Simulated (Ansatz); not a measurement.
# BH2F (SMILES [H]B([H])F): CCSD(T)/STO-3G

What is the energy change on altering one bond length of BH2F at CCSD(T)/STO-3G? 

The results are computed with Ansatz 0.2.0.

56 further runs of the same task are left out: 2 that didn't finish, 54 set aside as unsound or not needed.

## Step 1: Starting point

BH2F has 4 atoms, charge 0, and is taken as a singlet. As SMILES, `[H]B([H])F`. The shape is that of a GFN2-xTB optimisation.

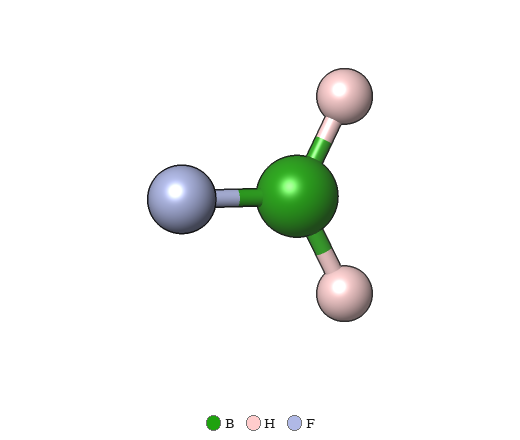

The structure, seen from a chosen angle (boron green, hydrogen pink, fluorine light blue).

## Step 2: The energy at CCSD(T)/STO-3G

The input, run.yaml:

```yaml
basis:
  gaussian:
    orbitals: STO-3G
crystal:
  periodic: [false, false, false]
  atoms:
    - {symbol: B, position_ang: [0.029990, 0.049200, 0.000600]}
    - {symbol: H, position_ang: [1.198420, -0.033970, 0.015630]}
    - {symbol: H, position_ang: [-0.578270, 1.050180, -0.019450]}
    - {symbol: F, position_ang: [-0.650140, -1.065400, 0.003230]}
correlation:
  method: ccsd_t
  frozen_orbitals: {B: 1, F: 1, H: 0}
accuracy: high
scf:
  omitted_lower_state_checks: [cluster_reference, increment]
```

Command:

```bash
$ ansatz run run.yaml --threads 1 --pin off --max-ram 2610MiB --events-out events.jsonl --progress --plain --runs-dir runs
```

The log of the run (excerpt; [...] marks lines left out):

```text
Warning: RAYON_NUM_THREADS=1 ignored (pool sized by the plan → 1); use --threads N
Functional definition: HF
  name "HF"
[...]
186 factors; integrals over basis functions are off by at most 3.1e-8 eV
[...]
mean field -3363.40518336 eV, -123.6028606904 hartree, gradient 8.2e-8 eV, S^2 0.000000; 0 other end points of the search recorded, 0 dependent functions left out
2 core orbitals not correlated: weight in the atoms' cores, before any rotation towards them, 1.000 or more for the frozen orbitals, at most 0.000 for the correlated occupied ones
reference -3363.40518336 eV, -123.6028606904 hartree; 6, 6 occupied and 4, 4 virtual orbitals, 186 factors
second order -1.67426758 eV of doubles, -0.00000000 eV of singles
cycle   1  -1.88403057 eV  change   -2.1e-1 eV  update   7.4e-2
[...]
cycle  16  -2.11803865 eV  change   -1.1e-9 eV  update   1.1e-9
perturbative correction -0.11265580 eV, -0.0041400244 hartree
Total energy: -3365.63587781 eV, -123.6848371995 hartree
Checks for a lower state left out: cluster_reference, increment
```

It took 0.08 s on 1 thread of Intel Xeon Platinum 8488C (Sapphire Rapids), shared host.

## Step 3: The distorted shape

The input, job.yaml:

```yaml
basis:
  gaussian:
    orbitals: STO-3G
crystal:
  periodic: [false, false, false]
  atoms:
    - symbol: B
      position_ang: [0.200046, 0.327888, -0.000058]
    - symbol: H
      position_ang: [1.368476, 0.244718, 0.014972]
    - symbol: H
      position_ang: [-0.408214, 1.328868, -0.020108]
    - symbol: F
      position_ang: [-0.650140, -1.065400, 0.003230]
correlation:
  method: ccsd_t
  frozen_orbitals: {B: 1, F: 1, H: 0}
accuracy: high
scf:
  omitted_lower_state_checks: [cluster_reference, increment]
```

Command:

```bash
$ ansatz run job.yaml --threads 1 --pin off --max-ram 2610MiB --events-out events.jsonl --progress --plain --runs-dir runs
```

The log of the run (excerpt; [...] marks lines left out):

```text
Warning: RAYON_NUM_THREADS=1 ignored (pool sized by the plan → 1); use --threads N
[... 2 set-up lines as earlier in the session ...]
[...]
186 factors; integrals over basis functions are off by at most 3.4e-8 eV
[...]
mean field -3361.37903081 eV, -123.5284009578 hartree, gradient 8.7e-8 eV, S^2 0.000000; 0 other end points of the search recorded, 0 dependent functions left out
2 core orbitals not correlated: weight in the atoms' cores, before any rotation towards them, 1.000 or more for the frozen orbitals, at most 0.000 for the correlated occupied ones
reference -3361.37903081 eV, -123.5284009578 hartree; 6, 6 occupied and 4, 4 virtual orbitals, 186 factors
second order -1.73881269 eV of doubles, -0.00000000 eV of singles
cycle   1  -2.03841926 eV  change   -3.0e-1 eV  update   9.5e-2
[...]
cycle  21  -2.36606453 eV  change   7.1e-10 eV  update  3.1e-10
perturbative correction -0.14323740 eV, -0.0052638774 hartree
Total energy: -3363.88833275 eV, -123.6206161031 hartree
Checks for a lower state left out: cluster_reference, increment
```

Run time: 0.1 s. Hardware: 1 thread of Intel Xeon Platinum 8488C (Sapphire Rapids), shared host.

## Step 4: Results

Level: CCSD(T)/STO-3G, 2 core orbitals frozen.

| quantity | value |
| --- | --- |
| first shape: total energy | -123.68484 Eh |
| first shape: correlation energy (2 core orbitals frozen) | -82.0 mEh |
| first shape: (T) correction | -4.14 mEh |
| first shape: T1 diagnostic | 0.021 |
| distorted shape: total energy | -123.62062 Eh |
| distorted shape: correlation energy (2 core orbitals frozen) | -92.2 mEh |
| distorted shape: (T) correction | -5.26 mEh |
| distorted shape: T1 diagnostic | 0.032 |
| energy change with the B1–F4 bond stretched from 1.306 to 1.632 Å | 1.748 eV |

What this shows: With the B1–F4 bond stretched from 1.306 to 1.632 Å the energy rises by 1.75 eV (169 kJ/mol). The first shape isn't relaxed at this level, so the change isn't measured from a minimum. The minimal basis adds a large error of its own. The T1 diagnostic (first shape) of 0.021 is above the customary mark for such species, so a single reference may not serve. The triples (first shape) make up 5.1 % of the correlation energy. The T1 diagnostic (distorted shape) of 0.032 is above the customary mark for such species, so a single reference may not serve. The triples (distorted shape) make up 5.7 % of the correlation energy.
